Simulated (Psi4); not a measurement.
**BH2ClO (SMILES OBCl): BP86/cc-pVDZ (ints tolerance 1e-10, sweep point 5)**

What is the vertical electron affinity of BH2ClO at BP86/cc-pVDZ (ints tolerance 1e-10, sweep point 5)? 

The calculation is run with Psi4 1.11.

4 further runs of the same task are left out: 4 set aside as unsound or not needed. Runs told in other sessions of the task aren't counted.

## (1) The molecule

BH2ClO: 5 atoms, total charge 0, spin state singlet. As SMILES, `OBCl`. The shape is that of a PBE0-D4/def2-TZVP optimisation. This is one conformer, not always the lowest.

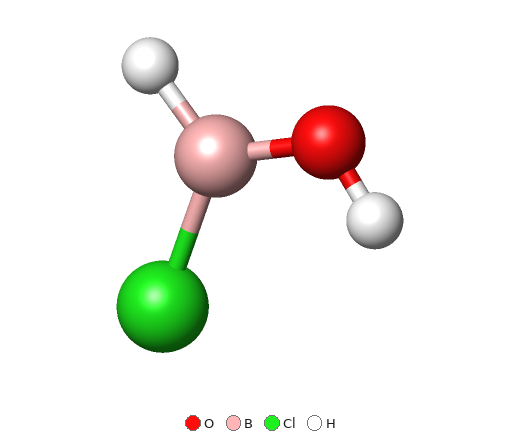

Viewed from a chosen angle; oxygen red, boron pink, chlorine green, hydrogen white.

## (2) A single-point energy at BP86/cc-pVDZ (ints tolerance 1e-10, sweep point 5)

The input, calc.in:

```
memory 1600 mb

molecule {
  0 1
  O     -1.63140056    -1.16898458    -0.00548021
  B      0.71620620    -0.25927042     0.26059323
  Cl     1.49023802     2.82703028    -0.74700874
  H     -2.79244829     0.00226767    -0.77422079
  H      2.31170197    -1.54031576     1.18788184
  units bohr
  symmetry c1
}

set basis cc-pVDZ
set reference rks
set puream true
set scf_type direct
set dft_radial_points 99
set dft_spherical_points 590
set ints_tolerance 1e-10
set maxiter 60

e, wfn = energy('bp86', return_wfn=True)
```

On the command line:

```bash
$ psi4 calc.in calc.out -n 1
```

calc.out:

```text
[...]
  Running in c1 symmetry.
[...]
  Nuclear repulsion =   84.721670250700868
[...]
  Multiplicity = 1
[...]
  Nalpha       = 16
  Nbeta        = 16
[...]
    Number of basis functions: 56
[...]
   @DF-RKS iter   1:  -561.41159368758633   -1.20904e-01   1.21439e-02 DIIS/ADIIS
[...]
   @RKS iter  11:  -561.61252243394631   -5.72358e-08   8.54666e-07 DIIS
[...]
    Orbital Energies [Eh]
    ---------------------
    Doubly Occupied:
       1A   -100.735880     2A    -18.831162     3A     -9.186048
       4A     -7.007091     5A     -7.001681     6A     -6.999825
       7A     -6.594615     8A     -0.973748     9A     -0.763854
      10A     -0.538811    11A     -0.427922    12A     -0.388609
      13A     -0.354718    14A     -0.312491    15A     -0.293706
      16A     -0.279581
[...]
  @RKS Final Energy:  -561.61252243394631
   => Energetics <=
    Nuclear Repulsion Energy =             84.7216702507008677
    One-Electron Energy =                -941.5964215999883891
    Two-Electron Energy =                 336.9902224441746625
    DFT Exchange-Correlation Energy =     -41.7279935288334727
    Empirical Dispersion Energy =           0.0000000000000000
    VV10 Nonlocal Energy =                  0.0000000000000000
    Total Energy =                       -561.6125224339463102
[...]
 Multipole Moments:
 ------------------------------------------------------------------------------------
     Multipole            Electronic (a.u.)      Nuclear  (a.u.)        Total (a.u.)
 ------------------------------------------------------------------------------------
 L = 1.  Multiply by 2.5417464519 to convert [e a0] to [Debye]
 Dipole X            :          0.8104051           -1.3289311           -0.5185260
 Dipole Y            :          2.0487674           -2.0113007            0.0374666
 Dipole Z            :         -0.5900045            0.4375798           -0.1524247
 Magnitude           :                                                    0.5417621
[...]
```

Wall time 9.6 s (1 thread of AMD EPYC 7B13 (Zen 3), shared host); peak memory 0.72 GiB.

## (3) The doublet anion

The input, calc.inp:

```
memory 1600 mb

molecule geom {
  -1 2
  O     -1.63140056    -1.16898458    -0.00548021
  B      0.71620620    -0.25927042     0.26059323
  Cl     1.49023802     2.82703028    -0.74700874
  H     -2.79244829     0.00226767    -0.77422079
  H      2.31170197    -1.54031576     1.18788184
  units bohr
  symmetry c1
}

set {
  reference uks
  puream true
  scf_type direct
  dft_radial_points 99
  dft_spherical_points 590
  ints_tolerance 1e-10
  maxiter 100
}

energy("bp86/cc-pVDZ")
print_variables()
```

On the command line:

```bash
$ psi4 -i calc.inp -o calc.out -n 1
```

calc.out:

```text
[...]
  Running in c1 symmetry.
[...]
  Nuclear repulsion =   84.721670250700868
[...]
  Multiplicity = 2
[...]
  Nalpha       = 17
  Nbeta        = 16
[...]
    Number of basis functions: 56
[...]
   @DF-UKS iter   1:  -561.14658023982395    1.44110e-01   1.54514e-02 DIIS/ADIIS
[...]
   @UKS iter  12:  -561.53557523660993   -9.55843e-08   7.92006e-07 DIIS
[...]
   @S^2 Observed:                7.524834065E-01
[...]
    Orbital Energies [Eh]
    ---------------------
    Alpha Occupied:
       1A   -100.488236     2A    -18.546874     3A     -8.936901
       4A     -6.757528     5A     -6.752287     6A     -6.751940
       7A     -6.278095     8A     -0.701256     9A     -0.513737
      10A     -0.270840    11A     -0.174168    12A     -0.124260
      13A     -0.094266    14A     -0.054737    15A     -0.044496
      16A     -0.037613    17A      0.199110
    Alpha Virtual:
      18A      0.235143    19A      0.303685    20A      0.358477
      21A      0.396598    22A      0.464589    23A      0.477491
      24A      0.509144    25A      0.638704    26A      0.663107
[...]
  @UKS Final Energy:  -561.53557523660993
   => Energetics <=
    Nuclear Repulsion Energy =             84.7216702507008677
    One-Electron Energy =                -949.8336489473219899
    Two-Electron Energy =                 345.6069397990526113
    DFT Exchange-Correlation Energy =     -42.0305363390413973
    Empirical Dispersion Energy =           0.0000000000000000
    VV10 Nonlocal Energy =                  0.0000000000000000
    Total Energy =                       -561.5355752366099296
  UHF NO Occupations:
  HONO-2 :   15  A 1.9998090
  HONO-1 :   16  A 1.9990958
[...]
 Multipole Moments:
 ------------------------------------------------------------------------------------
     Multipole            Electronic (a.u.)      Nuclear  (a.u.)        Total (a.u.)
 ------------------------------------------------------------------------------------
 L = 1.  Multiply by 2.5417464519 to convert [e a0] to [Debye]
 Dipole X            :          0.6354550           -1.3289311           -0.6934761
 Dipole Y            :          3.0332652           -2.0113007            1.0219645
 Dipole Z            :         -1.0235757            0.4375798           -0.5859959
 Magnitude           :                                                    1.3670083
[...]
```

It took 13 s on 1 thread of AMD EPYC 7B13 (Zen 3), shared host; peak memory 0.71 GiB.

## (4) Outcome

At BP86/cc-pVDZ (ints tolerance 1e-10, sweep point 5):

| quantity | value |
| --- | --- |
| singlet BH2ClO: total energy | -561.61252 Eh |
| singlet BH2ClO: dipole moment | 1.38 D |
| singlet BH2ClO: HOMO energy | -7.61 eV |
| singlet BH2ClO: LUMO energy | -1.16 eV |
| singlet BH2ClO: HOMO–LUMO gap | 6.45 eV |
| doublet anion: total energy | -561.53558 Eh |
| doublet anion: HOMO energy (highest over α and β) | 5.42 eV |
| doublet anion: LUMO energy (lowest over α and β) | 6.40 eV |
| doublet anion: ⟨S²⟩ | 0.752 |
| vertical electron affinity (to the doublet anion) | -2.094 eV |

What this shows: The anion lies 2.09 eV (48 kcal/mol) above the neutral: the electron isn't bound at this level, and such a value depends on the basis. Without diffuse functions anions come out too high. The HOMO (doublet anion) lies at positive energy, 5.42 eV, from the functional's self-interaction, a short basis or an electron that isn't bound; only total energies against the neutral tell.
